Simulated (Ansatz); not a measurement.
Fields on a plane of NiSi2 (fluorite type, space group Fm-3m)

```
NiSi2
1.0
    0.00000     2.72203     2.72203
    2.72203     0.00000     2.72203
    2.72203     2.72203     0.00000
Ni Si
1 2
Cartesian
  0.00000   0.00000   0.00000
  1.36101   1.36101   1.36101
  4.08304   4.08304   4.08304
```

The slice is a {110} plane (indices of the conventional cell) through the point (0.750, 0.750, 0.750) (fractional), spanned by u = [100] and v = [1 -1 -1] in vectors of this cell: u (3.85 Å) and v (5.44 Å, at 90° to u). It covers one period; positions are fractions (u, v).

Atoms on it: Ni at (0.50, 0.75); Si at (0.00, 0.50); Si at (0.00, 0.00).

The numbers are results of PBE (plane waves to 420 eV, PAW, scalar-relativistic; Ansatz, a program for electronic structure), not measurements. k mesh 15×15×15. Near the nuclei the fields are pseudised (PAW); where an atom keeps semicore shells as valence, they peak there. NiSi2 is run without spin polarisation. NiSi2 was relaxed with its symmetry unable to fall. The PAW data are Ansatz's earlier set.

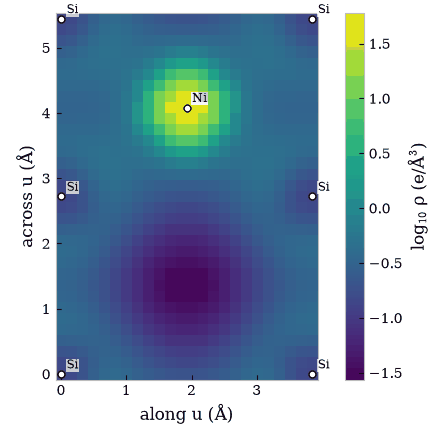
Figure. Log₁₀ of the valence density in e/Å³, one period of the plane, atoms marked. The scale is logarithmic, as a density can span decades between atoms and voids.

```
|xxxxxx668899997755443322223344557799998866xxxx|
|xxxxxx779999996644332222222233446699999977xxxx|
|5555779999998855332222222222223355889999997755|
|7777889999886633222222333322222233668899998877|
|8888999988664422223344555544332222446688999988|
|88888888774422222255xxxxxxxx552222224477888888|
|888888776633222233xxxxxxxxxxxx3322223366778888|
|888877775533222244xxxxxxxxxxxx4422223355777788|
|888888776633222233xxxxxxxxxxxx3322223366778888|
|88888888774422222255xxxxxxxx552222224477888888|
|8888999988664422223344555544332222446688999988|
|7777889999886633222222333322222233668899998877|
|5555779999998855332222222222223355889999997755|
|xxxxxx779999996644332222222233446699999977xxxx|
|xxxxxx668899997755443322223344557799998866xxxx|
|xxxxxx446688887755443333333344557788886644xxxx|
|xxxxxx445577776655443333333344556677775544xxxx|
|xxxxxx445566665544332222222233445566665544xxxx|
|5544445555554433222211111111222233445555554444|
|7777666655553322111100000000111122335555666677|
|8888777755443311110000000000001111334455777788|
|8888886655332211000000000000000011223355668888|
|8888776644332211000000000000000011223344667788|
|8877776644331100000000000000000000113344667777|
|8888776644332211000000000000000011223344667788|
|8888886655332211000000000000000011223355668888|
|8888777755443311110000000000001111334455777788|
|7777666655553322111100000000111122335555666677|
|5544445555554433222211111111222233445555554444|
|xxxxxx445566665544332222222233445566665544xxxx|
|xxxxxx445577776655443333333344556677775544xxxx|
|xxxxxx446688887755443333333344557788886644xxxx|
```
Scale: ten equal steps from 0.01 (start of '0') to 0.77 (end of '9'), in the order '0123456789'. Values: electron localisation function (ELF). The map has 23 points along u (two characters each, u = 0 at the left) and 32 along v (v = 0 in the bottom row). Points within 0.5 Å of a nucleus are blanked (x), as the pseudised field means little there.

| Property | Value |
|---|---|
| Density on the Ni–Si line (2.36 Å) at its midpoint | 0.46 e/Å³ |
| ELF at that point | 0.5 |
| ELF maximum in the middle third of the Ni–Si line | 0.77, 1.5 Å from Ni |
